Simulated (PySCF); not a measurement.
InO (charge +1, triplet)

```xyz
2

In    0.0000    0.0000   -0.3634
O     0.0000    0.0000    2.6106
```

Core potentials replace the inner electrons of In.

Computed with PBE0/def2-TZVPPD, non-relativistic Hamiltonian with scalar-relativistic core potentials where named, at a bond length of 2.974 Å in PySCF.

Q: What will maps of the electron density, electron localisation function and spin density show?

A: In–O (2.97 Å): ρ at the midpoint is about 0.11 e/Å³; the ELF is about 0.10 at the midpoint.
The unpaired spin (2 electrons) lies mostly on O2 (about 2.0), in electrons by Hirshfeld's partition.

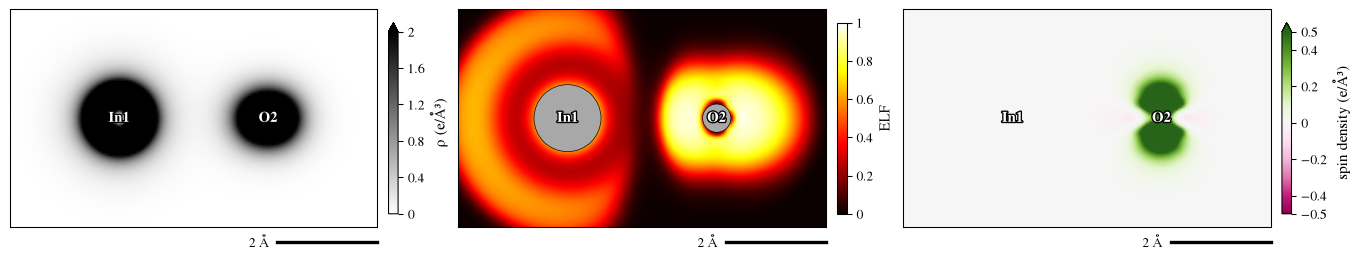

Computed electron density, electron localisation function and spin density on a plane that holds the molecular axis, in this order. Grey discs cover the atomic cores in the ELF map. 
